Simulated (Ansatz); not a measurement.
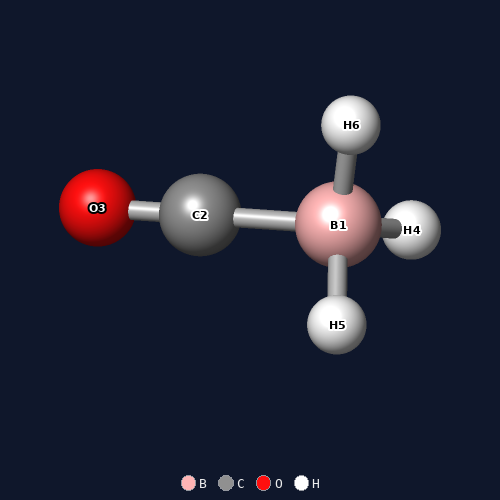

The system is CH₃BO; the picture shows the reference structure. Coordinates scanned: (1) angle H5–B1–H4; (2) angle H6–B1–C2. Nothing is relaxed (all other coordinates rigid). Grid: 15 × 15 points. Energies: kJ/mol, counted from the lowest grid point. The calculation used RKS B3LYP-D4/def2-TZVP in Ansatz 0.2.0.

Its coordinates:

```
atom    x (Å)    y (Å)    z (Å)
   B  -0.4062  -0.2496  -0.2552
   C   0.7354   0.4519   0.4620
   O   1.5833   0.9728   0.9947
   H   0.0139  -0.4649  -1.3657
   H  -1.3191   0.5390  -0.2259
   H  -0.6072  -1.2492   0.3901
```

Range: angle H5–B1–H4 from 78.7 to 148.7°; angle H6–B1–C2 from 69.8 to 139.8°.

**What will the energy surface look like?**

The lowest grid point is at angle H5–B1–H4 = 113.7°, angle H6–B1–C2 = 104.8°. It is the only kind of minimum in the scanned range. The highest grid point, angle H5–B1–H4 = 78.7°, angle H6–B1–C2 = 69.8°, lies 170 kJ/mol above the lowest. Round the minimum the valley is somewhat tilted: raising angle H5–B1–H4 shifts the best value of angle H6–B1–C2 downwards (coupling k₁₂/√(k₁₁k₂₂) about 0.2).

```tsv
angle H6–B1–C2 ↓, angle H5–B1–H4 →	78.7	83.7	88.7	93.7	98.7	103.7	108.7	113.7	118.7	123.7	128.7	133.7	138.7	143.7	148.7
139.8	97	85	76	68	63	60	60	61	66	72	82	94	108	125	145
134.8	84	72	62	54	49	45	44	46	50	56	65	77	91	108	128
129.8	73	61	50	42	36	32	31	32	36	42	51	62	76	93	112
124.8	65	52	41	33	26	22	20	21	24	30	38	49	63	79	98
119.8	59	46	35	25	19	14	12	12	15	20	28	39	52	68	87
114.8	56	42	31	21	13	8	6	5	8	13	20	30	43	59	77
109.8	56	42	29	19	11	5	2	1	3	8	15	24	37	52	70
104.8	59	44	31	20	11	5	1	0	1	5	12	21	33	48	65
99.8	64	49	35	24	14	8	3	1	2	5	11	20	31	46	63
94.8	73	57	43	30	21	13	8	6	6	9	14	22	33	47	63
89.8	85	68	53	41	30	22	16	13	13	15	19	27	37	50	66
84.8	101	83	67	54	43	34	28	24	23	24	28	35	44	57	72
79.8	120	102	85	71	59	50	43	38	36	37	40	46	55	67	81
74.8	143	124	107	92	79	69	61	56	53	53	55	61	69	80	94
69.8	170	150	132	117	103	92	83	77	74	73	74	79	86	96	109
```

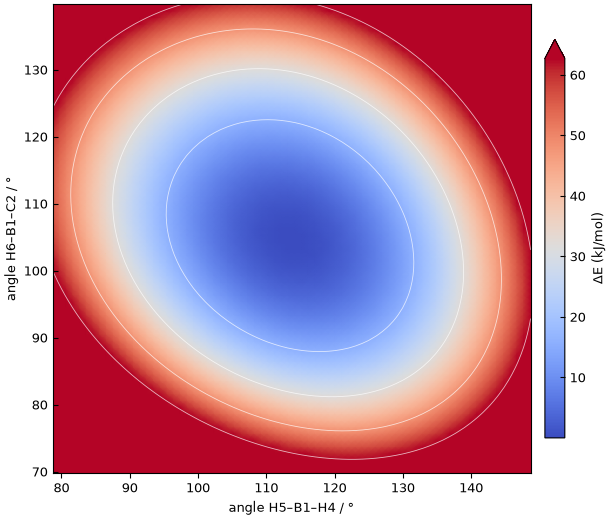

The picture shows a smooth colour map with a few white contour lines, one colour for all values above the top of the scale. Between grid points the surface is interpolated.

Each point was launched as `ansatz run input.yaml --threads 1 --pin off --max-ram 2560MiB --backend cpu --events-out ev --progress --plain --runs-dir out`. The whole map (225 points run) took 6.6 min on 1 thread of Arm Neoverse V2 (shared host).
